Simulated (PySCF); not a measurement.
# Co(OH)3: structure of the quintet

Where does quintet Co(OH)3 go from a B3LYP minimum start, is the end point a minimum, and what are its modes, charges and moments?

Program: PySCF 2.14.0. Level of theory: B3LYP, basis Co def2-SVP, O def2-SVP, H def2-SVP, no relativity, density fitting. These are calculated values, not measurements.

## (1) Starting geometry

7 atoms, charge 0, spin multiplicity 5.

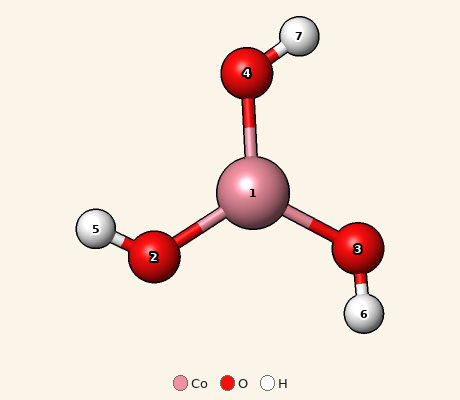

The starting geometry (cobalt pink, oxygen red, hydrogen white); atoms are numbered from 1 in the order of the file.

```xyz
7
charge 0 multiplicity 5
Co    0.0000    0.0000    0.0000
O     1.7708    0.0476    0.0000
O    -0.9266    1.5097    0.0000
O    -0.8442   -1.5573    0.0000
H     2.3095   -0.7558    0.0000
H    -0.5002    2.3780    0.0000
H    -1.8093   -1.6222    0.0000
```

## (2) Finding the electronic state

The steps below are one call of a driver around PySCF. For each, scf.py gives the equivalent set-up of the SCF; relaxations use the driver's own optimiser. After this first run the driver tries any further starts and a stability analysis.

Input file scf.py:

```python
from pyscf import gto, scf, dft
mol = gto.M(atom='''
Co     0.000000    -0.000000    -0.000000
O      1.770751     0.047597     0.000000
O     -0.926596     1.509717    -0.000000
O     -0.844155    -1.557314    -0.000000
H      2.309518    -0.755800     0.000000
H     -0.500217     2.378001    -0.000000
H     -1.809301    -1.622201    -0.000000''',
    basis={'Co': 'def2-SVP', 'O': 'def2-SVP', 'H': 'def2-SVP'},
    charge=0, spin=4)
mf = dft.UKS(mol, xc='B3LYP')
mf.grids.atom_grid = (50, 194)
aux = {'Co': 'def2-universal-JKFIT', 'O': 'def2-universal-JKFIT', 'H': 'def2-universal-JKFIT'}
mf = mf.density_fit(auxbasis=aux)
mf.conv_tol = 1e-08
mf.diis_space = 10
mf.max_cycle = 60
mf.init_guess = 'minao'
mf.verbose = 4
mf.kernel()
```

Started as:

```console
> OMP_NUM_THREADS=2 python axn.py task.json out
```

The log of the run:

```text
init E= -1608.8954933011
[... the frontier-level lines of each cycle are left out ...]
cycle= 1 E= -1592.2183718865  delta_E= 16.7  |g|= 3.55  |ddm|= 7.86
cycle= 2 E= -1563.14847141084  delta_E= 29.1  |g|=  6.8  |ddm|= 11.8
cycle= 3 E= -1600.99600413341  delta_E= -37.8  |g|= 3.71  |ddm|= 8.29
cycle= 4 E= -1604.10897585364  delta_E= -3.11  |g|= 3.38  |ddm|= 1.91
cycle= 5 E= -1602.86099520143  delta_E= 1.25  |g|= 3.64  |ddm|= 2.03
cycle= 6 E= -1604.39826362287  delta_E= -1.54  |g|= 3.31  |ddm|= 1.48
cycle= 7 E= -1604.32349189552  delta_E= 0.0748  |g|= 3.33  |ddm|=  1.4
cycle= 8 E= -1605.23476665643  delta_E= -0.911  |g|= 3.11  |ddm|= 1.02
cycle= 9 E= -1605.29584961735  delta_E= -0.0611  |g|=  3.1  |ddm|= 0.0671
cycle= 10 E= -1605.27904411317  delta_E= 0.0168  |g|= 3.11  |ddm|= 0.477
cycle= 11 E= -1605.23870384548  delta_E= 0.0403  |g|= 3.12  |ddm|= 0.0899
cycle= 12 E= -1584.21589217679  delta_E=   21  |g|=    6  |ddm|= 9.47
cycle= 13 E= -1609.53889085544  delta_E= -25.3  |g|= 1.13  |ddm|= 9.21
cycle= 14 E= -1609.66340072351  delta_E= -0.125  |g|= 0.841  |ddm|= 0.542
cycle= 15 E= -1609.88148509052  delta_E= -0.218  |g|= 0.392  |ddm|= 0.408
cycle= 16 E= -1609.93457896281  delta_E= -0.0531  |g|= 0.101  |ddm|= 0.305
cycle= 17 E= -1609.93743839371  delta_E= -0.00286  |g|= 0.0458  |ddm|= 0.0447
cycle= 18 E= -1609.93808560156  delta_E= -0.000647  |g|= 0.0187  |ddm|= 0.0206
cycle= 19 E= -1609.93820694064  delta_E= -0.000121  |g|= 0.00513  |ddm|= 0.0108
cycle= 20 E= -1609.9382233438  delta_E= -1.64e-05  |g|= 0.00111  |ddm|= 0.00628
cycle= 21 E= -1609.93822560803  delta_E= -2.26e-06  |g|= 0.00105  |ddm|= 0.00314
cycle= 22 E= -1609.93822675835  delta_E= -1.15e-06  |g|= 0.000464  |ddm|= 0.00257
cycle= 23 E= -1609.93822693277  delta_E= -1.74e-07  |g|= 0.000254  |ddm|= 0.000784
cycle= 24 E= -1609.93822701774  delta_E= -8.5e-08  |g|= 9.17e-05  |ddm|= 0.000675
cycle= 25 E= -1609.93822705373  delta_E= -3.6e-08  |g|= 6.07e-05  |ddm|= 0.000635
cycle= 26 E= -1609.9382270605  delta_E= -6.77e-09  |g|= 2.37e-05  |ddm|= 0.000304
Extra cycle  E= -1609.93822705762  delta_E= 2.88e-09  |g|= 9.48e-05  |ddm|= 7.15e-05
converged SCF energy = -1609.93822705762  <S^2> = 6.0129568  2S+1 = 5.00518
```

This step, with its further starts and checks, took 44 s on 2 threads of Arm Neoverse N1, shared host.

Energies from each starting density:

| start | energy (Eh) |
| --- | --- |
| the minimal-basis guess | -1609.938227 |
| a thermally smeared density | -1609.938227 |
| a smeared PBE density | -1609.938227 |

No lower solution of this spin turned up from the other starts or in the test of internal stability.

## (3) Relaxing the quintet from the B3LYP minimum start

The program finds C3h symmetry in the start, which this walk keeps. Threshold on the gradient: 0.0003 Eh/bohr, with a further test on the energy change.

Edit scf.py of step 2 so:

```diff
@@ -3 +3 @@
-Co     0.000000    -0.000000    -0.000000
+Co     0.000000    -0.000000     0.000000
@@ -5,2 +5,2 @@
-O     -0.926596     1.509717    -0.000000
-O     -0.844155    -1.557314    -0.000000
+O     -0.926596     1.509717     0.000000
+O     -0.844155    -1.557314     0.000000
@@ -8,2 +8,2 @@
-H     -0.500217     2.378001    -0.000000
-H     -1.809301    -1.622201    -0.000000''',
+H     -0.500217     2.378001     0.000000
+H     -1.809301    -1.622201     0.000000''',
@@ -19 +18,0 @@
-mf.init_guess = 'minao'
```

Steps of the walk:

| step | energy (Eh) | change (kJ/mol) | largest symmetric gradient (Eh/bohr) |
| --- | --- | --- | --- |
| 0 | -1609.938227 | 0.00 | 0.00011 |

The walk took 4.5 s.

After 0 steps and 0.0 kJ/mol it ends at C3h: Co–O 1.771 Å (×3), O–H 0.967 Å (×3); Co–O–H 122.3° (×3), O–Co–O 120.0° (×3).

## (4) Is it a minimum? Harmonic modes

On the finer grid the gradient is checked again; gradients at displacements of ±0.02 bohr then give force constants and infrared intensities.

Edit scf.py of step 3 so:

```diff
@@ -3,7 +3,7 @@
-Co     0.000000    -0.000000     0.000000
-O      1.770751     0.047597     0.000000
-O     -0.926596     1.509717     0.000000
-O     -0.844155    -1.557314     0.000000
-H      2.309518    -0.755800     0.000000
-H     -0.500217     2.378001     0.000000
-H     -1.809301    -1.622201     0.000000''',
+Co    -0.000000    -0.000000     0.000000
+O      1.770719     0.047721     0.000000
+O     -0.926687     1.509627     0.000000
+O     -0.844032    -1.557348     0.000000
+H      2.309262    -0.755812     0.000000
+H     -0.500079     2.377785     0.000000
+H     -1.809183    -1.621974     0.000000''',
@@ -13 +13 @@
-mf.grids.atom_grid = (50, 194)
+mf.grids.atom_grid = (75, 302)
@@ -16 +16 @@
-mf.conv_tol = 1e-08
+mf.conv_tol = 1e-10
```

This SCF starts from the last density.

SCF at the final geometry:

```text
init E= -1609.93817324049
[... the frontier-level lines of each cycle are left out ...]
cycle= 1 E= -1609.93817323961  delta_E= 8.78e-10  |g|= 5.11e-05  |ddm|= 3.62e-05
cycle= 2 E= -1609.93817322163  delta_E= 1.8e-08  |g|= 0.00023  |ddm|= 0.000154
cycle= 3 E= -1609.93817324052  delta_E= -1.89e-08  |g|= 9.32e-06  |ddm|= 0.000127
cycle= 4 E= -1609.93817324055  delta_E= -2.96e-11  |g|= 1.59e-06  |ddm|= 6.68e-06
Extra cycle  E= -1609.93817324054  delta_E= 9.09e-12  |g|= 3.67e-06  |ddm|= 3.78e-06
converged SCF energy = -1609.93817324054  <S^2> = 6.012953  2S+1 = 5.0051785
```

The whole step took 2.5 min.

Geometry: C3h; Co–O 1.771 Å (×3), O–H 0.967 Å (×3); Co–O–H 122.3° (×3), O–Co–O 120.0° (×3).

Harmonic modes (main isotopes):

```json
{"symmetry": "e'", "ω (cm⁻¹)": "152", "IR (km/mol)": "23.8", "μ (u)": "4.58"}
{"symmetry": "a''", "ω (cm⁻¹)": "153", "IR (km/mol)": "10.6", "μ (u)": "3.14"}
{"symmetry": "e''", "ω (cm⁻¹)": "300", "IR (km/mol)": "0.0", "μ (u)": "1.12"}
{"symmetry": "a''", "ω (cm⁻¹)": "346", "IR (km/mol)": "373", "μ (u)": "1.45"}
{"symmetry": "a'", "ω (cm⁻¹)": "554", "IR (km/mol)": "0.0", "μ (u)": "1.17"}
{"symmetry": "e'", "ω (cm⁻¹)": "563", "IR (km/mol)": "515", "μ (u)": "1.43"}
{"symmetry": "a'", "ω (cm⁻¹)": "644", "IR (km/mol)": "0.0", "μ (u)": "6.45"}
{"symmetry": "e'", "ω (cm⁻¹)": "721", "IR (km/mol)": "100.0", "μ (u)": "4.80"}
{"symmetry": "e'", "ω (cm⁻¹)": "3833", "IR (km/mol)": "402", "μ (u)": "1.07"}
{"symmetry": "a'", "ω (cm⁻¹)": "3838", "IR (km/mol)": "0.0", "μ (u)": "1.07"}
```

All wavenumbers are real: a minimum.

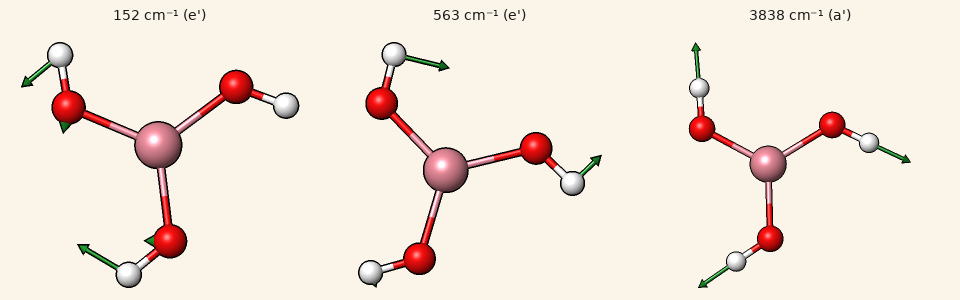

How the atoms move in 3 of the modes.

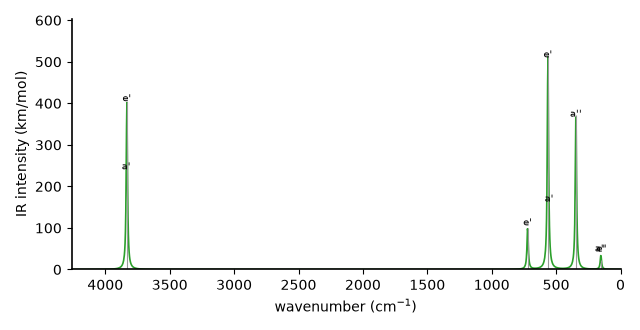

The harmonic infrared spectrum (widths in cm⁻¹). Lines are broadened to a width of 12 cm⁻¹ (Lorentzian).

Constants and moments:

```yaml
Dipole_moment: 0.00 D
Highest_occupied_level: -7.79 eV
Lowest_empty_level: -3.21 eV
Rotational_constants: 0.2002, 0.2002, 0.1001 cm⁻¹
Zero-point_energy: 99.7 kJ/mol
Principal_polarisabilities: 16.7, 50.0, 50.0 bohr³
Atomisation_energy_without_zero-point_energy: 2277 kJ/mol
Principal_traceless_quadrupole_moments_about_the_centre_of_mass: -1.65, 0.83, 0.83 D Å
Entropy_at_298.15_K_and_1_bar_electronic_part_spin_only: 338.9 J/(mol K)
Heat_capacity_Cp_at_298.15_K: 102.3 J/(mol K)
Enthalpy_at_298.15_K_above_0_K: 20.47 kJ/mol
Rotational_symmetry_number: 3
Spin_squared_⟨S²⟩: 6.013
```

Populations by atom (charges in e):

```
  atom  Mulliken  Löwdin  polar tensor  spin (Mulliken)  Mayer order to Co1
   Co1      0.85    0.59          1.30             2.91                   –
O2,3,4     -0.48   -0.28         -0.75             0.36                1.11
H5,6,7      0.20    0.08          0.32             0.01                0.02
```

Outer orbital energies (eV). α occupied: -11.32, -10.58, -9.16, -9.07, -8.16, -8.16, -7.97, -7.97; empty: -0.29, 2.06, 2.06, 3.17. β occupied: -12.97, -9.20, -9.20, -9.10, -8.53, -8.53, -8.14, -7.79; empty: -3.21, -3.21, -3.03, -3.03.

Mulliken populations on Co1: s 6.49, p 12.64, d 7.02, f 0.00.

## (5) Outcome

| quantity | value |
| --- | --- |
| minimum | quintet, C3h |
| geometry | Co–O 1.771 Å (×3), O–H 0.967 Å (×3); Co–O–H 122.3° (×3), O–Co–O 120.0° (×3) |
| wavenumbers (cm⁻¹) | 152 (e'), 153 (a''), 300 (e''), 346 (a''), 554 (a'), 563 (e'), 644 (a'), 721 (e'), 3833 (e'), 3838 (a') |
| dipole moment | 0.00 D |
| highest occupied, lowest empty level (either spin) | -7.79, -3.21 eV |
| polar-tensor charge of Co1 | +1.30 e |
| zero-point energy | 99.7 kJ/mol |
| entropy at 298.15 K | 338.9 J/(mol K) |
| atomisation energy (no zero-point energy) | 2277 kJ/mol |
| ⟨S²⟩ | 6.013 |

**Reading.** The B3LYP minimum start keeps its C3h symmetry and ends in a minimum. The strongest infrared band lies at 563 cm⁻¹ (e'). The dipole vanishes although Co1 carries +1.3 e by the polar tensor: the bond dipoles cancel. Most of the spin sits on Co1 (Mulliken spin 2.91, against 4 for the whole molecule). Other starts or spin states, not run here, may lie lower. Open d and f shells are described by one determinant, and the ground state may have another occupation or spin.

The search up to here took 3.3 min.
